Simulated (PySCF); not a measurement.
**C3H10N2Si: a changed input and its effect**

System: C3H10N2Si, SMILES N[SiH2]NC1CC1.
Method of run A: GIAO PBE0/pcSseg-1 NMR shielding, non-relativistic, IEF-PCM chloroform (PySCF 2.14.0).

The geometry comes from this level: PBE0-D3(BJ)/def2-SVP. Text and figures count atoms from 1; the logs count them from 0 in places.

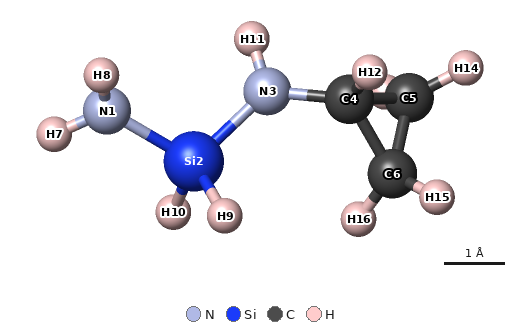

Figure 1. The input geometry (ball-and-stick view, seen at a tilt; atoms are numbered from 1 in the order of the input).

## Input file, run A
```
{"job": {"kind": "nmr", "xc": "PBE0", "basis": "pcSseg-1", "solvent": "chloroform", "pop": true}, "charge": 0, "multiplicity": 1}
N      2.977338    -0.617373     0.087061
Si     1.542057     0.287085    -0.230592
N      0.215894    -0.622987     0.403396
C     -1.006862    -0.114911     0.923516
C     -2.299634    -0.416006     0.216663
C     -1.733827     0.971082     0.184258
H      3.768996    -0.548427    -0.541055
H      3.271121    -0.819687     1.035850
H      1.421547     1.649234     0.385470
H      1.572337     0.480109    -1.719484
H      0.282803    -1.635060     0.384430
H     -1.078990    -0.055742     2.020022
H     -2.226278    -1.007553    -0.699731
H     -3.191485    -0.609265     0.818579
H     -2.220948     1.755820     0.768243
H     -1.298970     1.316799    -0.757774
```

The first line tells a small driver script what to run in PySCF; the rest is the geometry in Å.

Command:
```bash
OMP_NUM_THREADS=1 python <driver script> task.json out
```

Hardware: 1 CPU thread, shared host.

## Output (run A)
```
coarse grid: 13208 points
cycle   1  E = -518.8241469322  dE =  6.377e-01  |g| = 5.324e-01  |ddm| = 3.490e+00
cycle   2  E = -518.7878308580  dE =  3.632e-02  |g| = 6.784e-01  |ddm| = 1.013e+00
cycle   3  E = -518.8878425254  dE = -1.000e-01  |g| = 4.559e-02  |ddm| = 6.070e-01
cycle   4  E = -518.8881695065  dE = -3.270e-04  |g| = 2.496e-02  |ddm| = 5.490e-02
cycle   5  E = -518.8883136029  dE = -1.441e-04  |g| = 4.348e-03  |ddm| = 2.147e-02
cycle   6  E = -518.8883174168  dE = -3.814e-06  |g| = 1.269e-03  |ddm| = 4.457e-03
final grid: 121256 points
cycle   7  E = -518.9175104584  dE = -2.720e-05  |g| = 8.731e-03  |ddm| = 2.517e-02
cycle   8  E = -518.9174995426  dE =  1.092e-05  |g| = 1.137e-02  |ddm| = 1.602e-02
cycle   9  E = -518.9175280146  dE = -2.847e-05  |g| = 5.658e-04  |ddm| = 8.638e-03
cycle  10  E = -518.9175280766  dE = -6.191e-08  |g| = 2.246e-04  |ddm| = 5.802e-04
cycle  11  E = -518.9175280878  dE = -1.125e-08  |g| = 3.123e-05  |ddm| = 1.977e-04
cycle  12  E = -518.9175280880  dE = -1.637e-10  |g| = 1.062e-05  |ddm| = 3.707e-05
converged SCF energy = -518.9175280880

GIAO shielding tensors (ppm)
atom      isotropic    diamagn.    paramagn.     s11        s22        s33       span
  0 N      251.289     317.140     -65.852    211.711    267.026    275.129     63.418
  1 Si     390.499     880.040    -489.541    346.692    379.364    445.441     98.749
  2 N      219.420     324.129    -104.709    176.502    216.120    265.638     89.136
  3 C      160.471     242.051     -81.581    129.607    136.155    215.650     86.042
  4 C      175.381     254.925     -79.543    138.106    173.901    214.138     76.032
  5 C      174.051     252.277     -78.227    142.346    171.624    208.182     65.835
  6 H       30.661      28.568       2.094     23.577     25.712     42.696     19.119
  7 H       30.755      29.968       0.787     23.375     27.265     41.626     18.252
  8 H       26.199      30.801      -4.602     22.396     26.198     30.003      7.607
  9 H       26.536      30.500      -3.965     22.575     25.562     31.470      8.894
 10 H       30.465      33.622      -3.157     21.238     30.212     39.944     18.705
 11 H       28.896      29.553      -0.656     20.914     27.790     37.985     17.071
 12 H       31.125      31.228      -0.102     25.495     28.912     38.969     13.474
 13 H       30.779      29.744       1.035     25.070     26.421     40.846     15.776
 14 H       30.702      30.025       0.677     25.349     26.088     40.668     15.319
 15 H       30.749      31.576      -0.827     25.891     28.348     38.008     12.117
```

The input of run B differs as follows (lines with − go, lines with + come):
```diff
-"solvent": "chloroform"
-"pop": true
+"solvent": "dimethylsulfoxide"
+"pop": false
```

How does run B compare with run A?

The total energy of run B is 1.2 kcal/mol lower: the change of the electrostatic solvation energy at this fixed geometry, without cavity or dispersion terms. The dipole moment goes from 1.34 to 1.42 D. Of all shieldings, the largest change is that of N3, by +0.4 ppm. The number of SCF iterations is the same.

## Output (run B)
```
coarse grid: 13208 points
cycle   1  E = -518.8266994471  dE =  6.353e-01  |g| = 5.301e-01  |ddm| = 3.490e+00
cycle   2  E = -518.7914945678  dE =  3.520e-02  |g| = 6.733e-01  |ddm| = 1.008e+00
cycle   3  E = -518.8898018033  dE = -9.831e-02  |g| = 4.448e-02  |ddm| = 5.956e-01
cycle   4  E = -518.8901071171  dE = -3.053e-04  |g| = 2.454e-02  |ddm| = 5.226e-02
cycle   5  E = -518.8902468445  dE = -1.397e-04  |g| = 4.120e-03  |ddm| = 2.074e-02
cycle   6  E = -518.8902503234  dE = -3.479e-06  |g| = 1.130e-03  |ddm| = 4.336e-03
final grid: 121256 points
cycle   7  E = -518.9194251446  dE = -2.736e-05  |g| = 8.684e-03  |ddm| = 2.508e-02
cycle   8  E = -518.9194147113  dE =  1.043e-05  |g| = 1.124e-02  |ddm| = 1.601e-02
cycle   9  E = -518.9194425906  dE = -2.788e-05  |g| = 5.651e-04  |ddm| = 8.541e-03
cycle  10  E = -518.9194426522  dE = -6.161e-08  |g| = 2.231e-04  |ddm| = 5.744e-04
cycle  11  E = -518.9194426633  dE = -1.107e-08  |g| = 3.133e-05  |ddm| = 1.939e-04
cycle  12  E = -518.9194426635  dE = -1.667e-10  |g| = 9.917e-06  |ddm| = 3.803e-05
converged SCF energy = -518.9194426635

GIAO shielding tensors (ppm)
atom      isotropic    diamagn.    paramagn.     s11        s22        s33       span
  0 N      251.604     317.358     -65.754    212.182    267.610    275.018     62.837
  1 Si     390.575     880.041    -489.466    346.185    379.591    445.949     99.764
  2 N      219.814     324.285    -104.470    176.947    216.467    266.029     89.082
  3 C      160.679     242.176     -81.497    129.733    136.245    216.060     86.327
  4 C      175.656     255.009     -79.353    138.317    174.116    214.535     76.217
  5 C      174.359     252.490     -78.130    142.646    171.895    208.537     65.891
  6 H       30.524      28.430       2.094     23.425     25.497     42.651     19.226
  7 H       30.613      29.849       0.764     23.222     27.038     41.579     18.357
  8 H       26.237      30.878      -4.641     22.439     26.232     30.040      7.601
  9 H       26.560      30.552      -3.992     22.602     25.579     31.499      8.897
 10 H       30.353      33.555      -3.201     21.120     30.049     39.891     18.770
 11 H       28.874      29.522      -0.648     20.892     27.735     37.995     17.103
 12 H       31.118      31.223      -0.105     25.480     28.875     39.000     13.520
 13 H       30.734      29.684       1.049     25.014     26.334     40.853     15.839
 14 H       30.674      29.989       0.685     25.311     26.023     40.687     15.375
 15 H       30.748      31.592      -0.844     25.885     28.320     38.040     12.155
```

## The two runs side by side

| quantity | run A | run B |
| --- | --- | --- |
| outcome | converged | converged |
| total energy (hartree) | −518.917528 | −518.919443 |
| HOMO (eV) | −6.52 | −6.54 |
| LUMO (eV) | 1.27 | 1.28 |
| dipole moment (D) | 1.34 | 1.42 |
| shielding of N1 (ppm) | 251.3 | 251.6 |
| shielding of N3 (ppm) | 219.4 | 219.8 |
| shielding of C4 (ppm) | 160.5 | 160.7 |
| shielding of C5 (ppm) | 175.4 | 175.7 |
| shielding of C6 (ppm) | 174.1 | 174.4 |
| shielding of H7 (ppm) | 30.7 | 30.5 |
| shielding of H8 (ppm) | 30.8 | 30.6 |
| SCF iterations | 12 | 12 |
| basis functions | 159 | 159 |
| wall time (shared host) | 16 s | 16 s |
